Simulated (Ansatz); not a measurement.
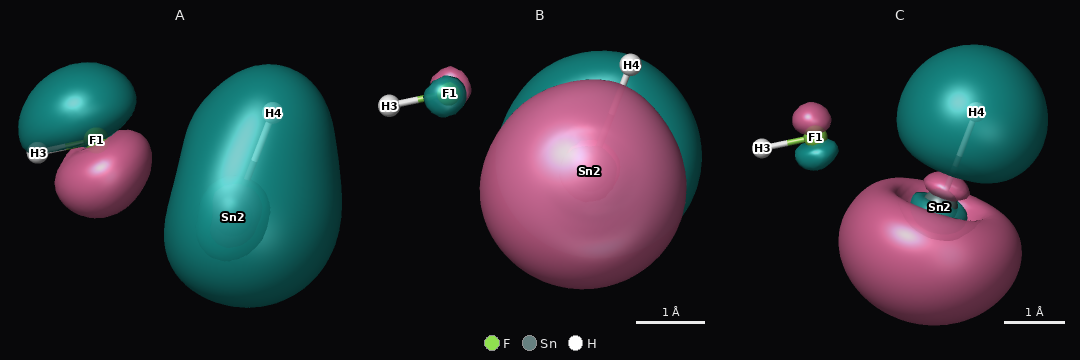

*FH₂Sn (charge +1). Three frontier orbitals at ±0.1 Å⁻³ᐟ² (teal and pink are the two phases), in no order.*

Geometry: PBE0-D4/def2-TZVP; core potentials replace the inner electrons of Sn.

Theory: Ansatz, RKS PBE0-D4/def2-TZVPP.

### Order the three orbitals by energy and name them.

A is the HOMO−1 (−18.11 eV). Its weight (Hirshfeld) is mainly on Sn2 (about 50 %), F1 (about 35 %) and H4 (about 15 %); it is symmetric in the molecular plane (an in-plane orbital: σ, lone-pair or in-plane π type). C is the HOMO (−13.09 eV). By Hirshfeld shares it lies mainly on Sn2 (about 65 %) and H4 (about 30 %); it is symmetric in the molecular plane (an in-plane orbital: σ, lone-pair or in-plane π type). B is the LUMO (−8.64 eV). It lies mainly on Sn2 (about 95 %); it changes sign across the molecular plane (π type).

### What is the HOMO–LUMO gap?

4.45 eV between the orbital energies.
